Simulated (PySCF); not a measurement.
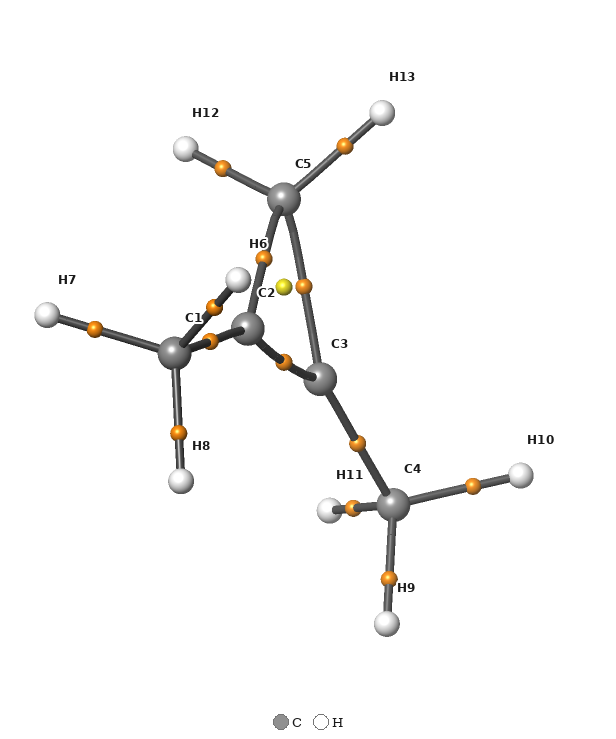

Figure 1: C₅H₈, SMILES `CC1=C(C)C1`. Molecular graph of the electron density (QTAIM): bond paths, bond critical points (orange), ring points (yellow, if any); weak paths are dashed.

PySCF calculation, B3LYP/def2-SVPD, gas phase; geometry: GFN2-xTB. No frequency check shows the geometry to be a minimum.

Geometry (Å), atoms numbered from 1:

```
C1       1.9599   -0.6398    0.0001
C2       0.6500    0.0214   -0.0004
C3      -0.6499    0.0214    0.0004
C4      -1.9598   -0.6398   -0.0001
C5      -0.0002    1.3794    0.0000
H6       2.5294   -0.3418   -0.8811
H7       2.5293   -0.3415    0.8815
H8       1.8450   -1.7226   -0.0007
H9      -1.8449   -1.7226    0.0008
H10     -2.5291   -0.3422   -0.8815
H11     -2.5293   -0.3418    0.8811
H12      0.0006    1.9786    0.9062
H13     -0.0005    1.9785   -0.9064
```

Q: How many critical points of each kind are there, and does the count close?

A: 13 nuclei, 13 bond, 1 ring and 0 cage critical points: 13 − 13 + 1 − 0 = 1, as the Poincaré–Hopf relation requires.

Q: What does the calculation give at each kind of bond critical point?

A:
```json
{"bond": "C2–C3", "length (Å)": "1.300", "ρ (a.u.)": "0.343", "∇²ρ (a.u.)": "−0.78", "ε": "0.24", "H (a.u.)": "−0.380"}
{"bond": "C5–H12 (2 alike)", "length (Å)": "1.086", "ρ (a.u.)": "0.279", "∇²ρ (a.u.)": "−1.01", "ε": "0.05", "H (a.u.)": "−0.300"}
{"bond": "C1–H8 (2 alike)", "length (Å)": "1.089", "ρ (a.u.)": "0.278", "∇²ρ (a.u.)": "−1.02", "ε": "0.00", "H (a.u.)": "−0.298"}
{"bond": "C4–H10 (4 alike)", "length (Å)": "1.091", "ρ (a.u.)": "0.275", "∇²ρ (a.u.)": "−1.00", "ε": "0.01", "H (a.u.)": "−0.295"}
{"bond": "C1–C2 (2 alike)", "length (Å)": "1.467", "ρ (a.u.)": "0.264", "∇²ρ (a.u.)": "−0.64", "ε": "0.02", "H (a.u.)": "−0.225"}
{"bond": "C3–C5", "length (Å)": "1.505", "ρ (a.u.)": "0.234", "∇²ρ (a.u.)": "−0.31", "ε": "0.72", "H (a.u.)": "−0.183"}
{"bond": "C2–C5", "length (Å)": "1.506", "ρ (a.u.)": "0.234", "∇²ρ (a.u.)": "−0.31", "ε": "0.72", "H (a.u.)": "−0.182"}
```

Q: What kind of interaction is C2–C5?

A: Shared-shell (covalent): ρ = 0.234, ∇²ρ = −0.31, H = −0.182 a.u. Its ellipticity of 0.72 shows that the density isn't cylindrical about the bond.

Cost of the run: 15 s on 1 thread of Intel(R) Xeon(R) Platinum 8375C CPU @ 2.90GHz (Ice Lake), on a shared host, peak memory 0.62 GiB.
